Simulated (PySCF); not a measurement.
**AsH₃, SMILES `[AsH3]`: what the electrons do**

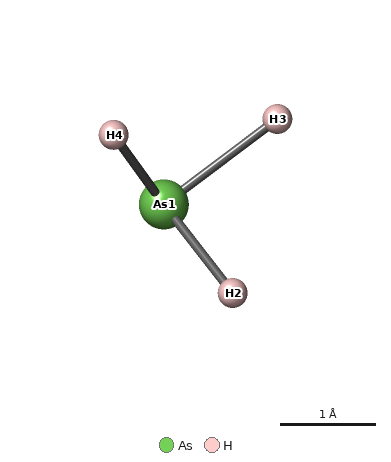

The molecule, with its atoms numbered as below. No frequency check shows the geometry to be a minimum.

Cartesian coordinates (Å):

```
As1     -0.0000    0.0000   -0.0729
H2       0.3144   -1.1723    0.8014
H3       0.8581    0.8579    0.8020
H4      -1.1720    0.3137    0.8022
```

Part 1: Bonding charge

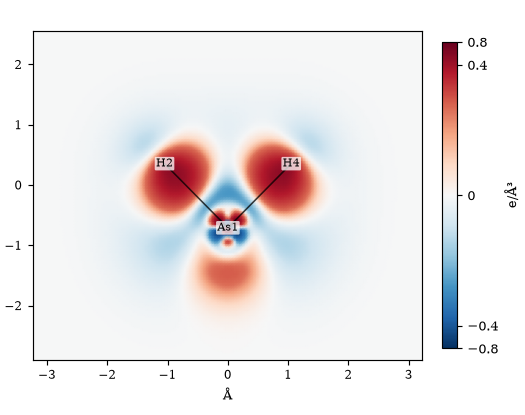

Deformation density (molecule less spherical, spin-averaged free atoms) in the plane of As1, H2 and H4; colour scale in e/Å³, logarithmic beyond ±0.1; red: gain, blue: loss.

Level of theory: HF/def2-SVP (PySCF), at a geometry from GFN2-xTB.

**How much density has each bond in this plane gained at its critical point, relative to the free atoms?**

As1–H2 and As1–H4: +0.24 e/Å³ at the bond critical point (bond length 1.50 Å, Mayer order 1.0). In all, 0.7 electrons gather in the regions of gain relative to the promolecule.

**Where do the Hirshfeld charges lie?**

The highest Hirshfeld charge is on As1 (+0.09 e), the lowest on H2, H3 and H4 (−0.03 e).

Part 2: Bond critical points

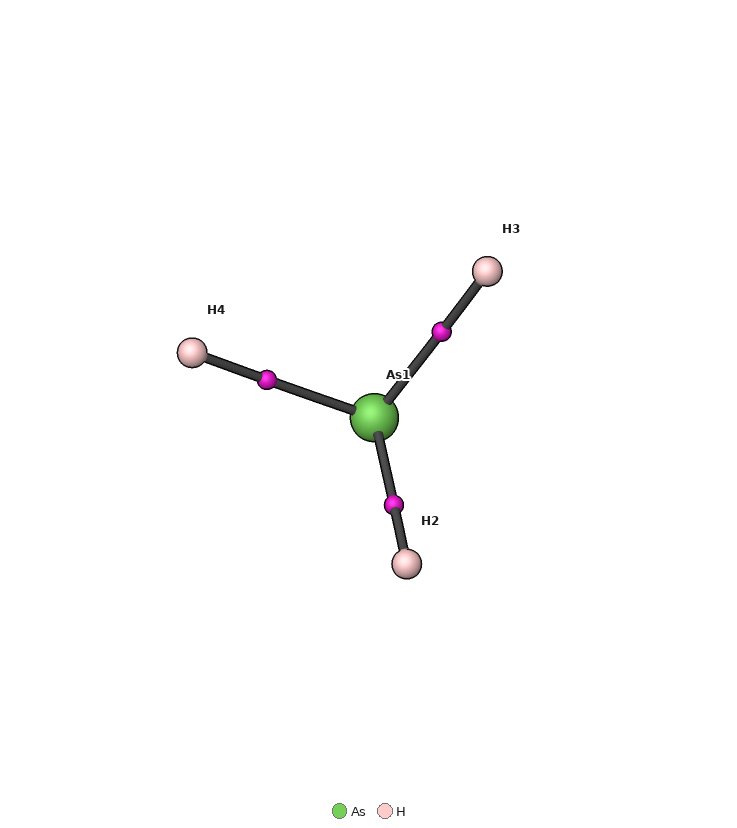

Molecular graph of the electron density (QTAIM): bond paths, bond critical points (magenta), ring points (cyan, if any); weak paths are dashed.

**How many critical points of each kind are there, and does the count close?**

4 nuclei, 3 bond, 0 ring and 0 cage critical points: 4 − 3 + 0 − 0 = 1, as the Poincaré–Hopf relation requires.

**What does the calculation give at each kind of bond critical point?**

| bond | length (Å) | ρ (a.u.) | ∇²ρ (a.u.) | ε | H (a.u.) |
| --- | --- | --- | --- | --- | --- |
| As1–H2 (3 alike) | 1.496 | 0.153 | −0.03 | 0.04 | −0.113 |

**What kind of interaction is As1–H2?**

Shared-shell (covalent): ρ = 0.153, ∇²ρ = −0.03, H = −0.113 a.u.

Part 3: Electrostatic potential

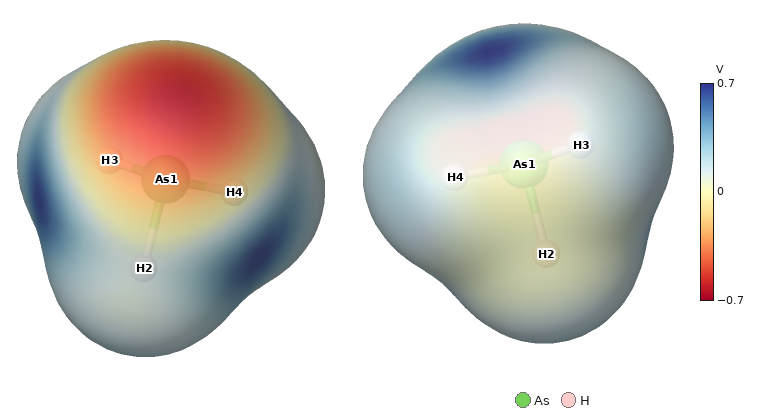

Electrostatic potential on the surface of electron density 0.001 a.u. (back view left, front view right).

**Where are the extremes of the potential on the surface?**

Highest: 0.67 V, near H4 (2.01 Å), H2 (2.09 Å) and As1 (2.14 Å), and at like points elsewhere. Further maxima include 0.21 V, 1.4 Å from H4, and at like points elsewhere. Lowest: −0.63 V, 2.4 Å from As1. Further minima include 0.01 V, about equally far (1.8 Å) from H2 and H4, over As1 (2.4 Å). The surface is sampled at points, so like sites can differ by a few per cent and only the strongest of them is named.

Part 4: Excited states

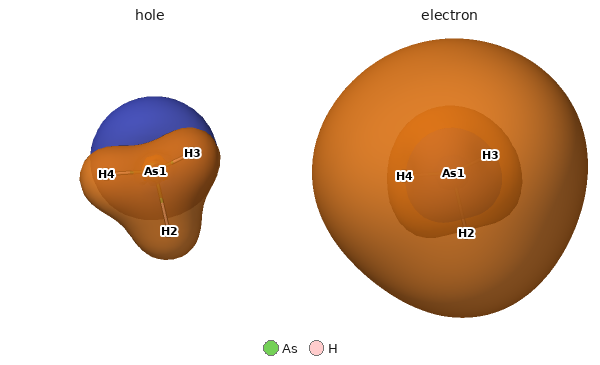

Leading natural transition orbital pair of S₁ (TDA singlet states); the surfaces enclose about 85 % of each orbital's density.

PySCF calculation, LC-wPBE/def2-SVPD, gas phase; geometry: GFN2-xTB.

**Where does the state lie, and where do hole and electron sit?**

7.63 eV (163 nm), f = 0.195 (bright), diffuse (Rydberg-like) orbital; the leading pair carries 100 %; hole on As1 (79 %) and H2, H3 and H4 (7 % each), electron on As1 (58 %) and H2, H3 and H4 (14 % each) (atom shares of so diffuse an orbital are rough); their centroids lie 0.3 Å apart; S₂ and S₃ lie within 0.1 eV of it. In canonical orbitals it is mainly HOMO → LUMO (98 %). The HOMO–LUMO gap is 12.93 eV.

Part 5: In an electric field

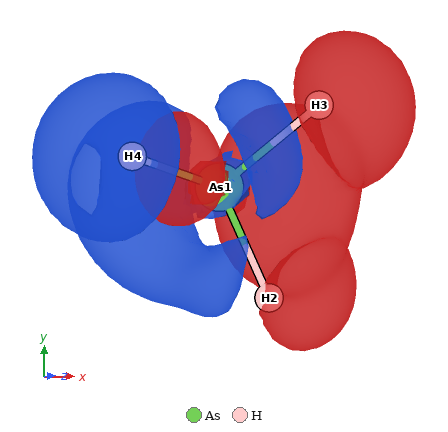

Change of the electron density in a uniform field of 0.21 V/Å, surfaces at ±0.0015 e/Å³ (red: gain, blue: loss).

Level of theory: B3LYP/def2-SVPD (PySCF), at a geometry from GFN2-xTB.

The field was applied in both directions; the picture shows the one opposite to the script's first.

**Along which Cartesian direction does the field point?**

Along −x: electrons gather on the +x side, against the field.

**How large is the response?**

The induced dipole is 0.34 D (along the field); α along this axis, from the fields in both directions, is 34 bohr³ (5.0 Å³).

Part 6: Localised orbitals

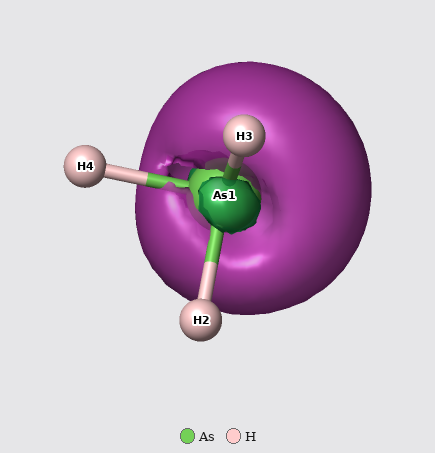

Intrinsic bond orbitals (IBO), occupied; each surface holds about 80 % of the orbital's density. Energies are diagonal elements of the Fock matrix.

Computed with PySCF, PBE0/def2-TZVP, geometry: GFN2-xTB.

**What does this orbital represent?**

Lone pair on As1 (As1 100 %; −19.7 eV).

Part 7: Stretching a bond

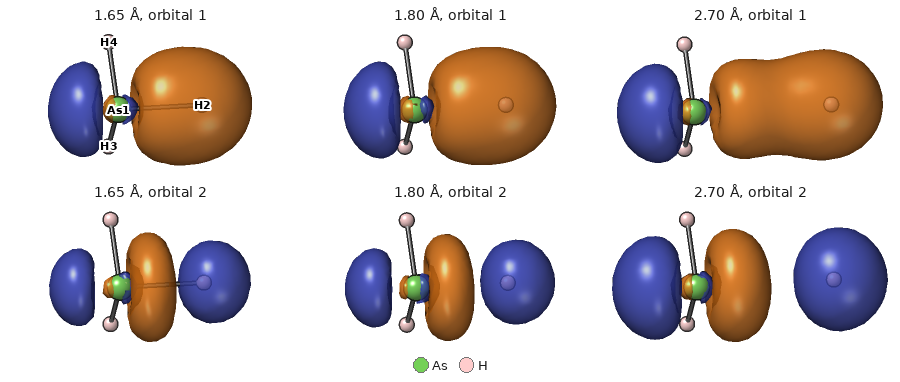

Rigid stretch of the As1–H2 bond. The two CASSCF(2,2) natural orbitals nearest half filling (orbital 1 the more occupied).

Computed with PySCF, def2-SVPD basis, geometry: GFN2-xTB.

**How do the occupations change along the stretch?**

1.65 Å: 1.96 and 0.04; 1.80 Å: 1.94 and 0.06; 2.70 Å: 1.65 and 0.35. At the longest distance computed (4.20 Å) they are 1.11 and 0.89, and the effective number of unpaired electrons is 2.0.

**Where does the UHF solution part from RHF?**

Between 1.80 Å (⟨S²⟩ = 0, the two coincide) and 2.03 Å (⟨S²⟩ = 0.09); at 4.20 Å ⟨S²⟩ is 1.01 and UHF lies 4.1 eV below RHF.

**How much energy does the stretch cost?**

By CASSCF, 2.9 eV from the lowest point of the scan (1.50 Å) to 4.20 Å; RHF gives 6.4 eV from its own lowest point. The fragments aren't relaxed and dynamic correlation is missing, so this isn't a bond dissociation energy.
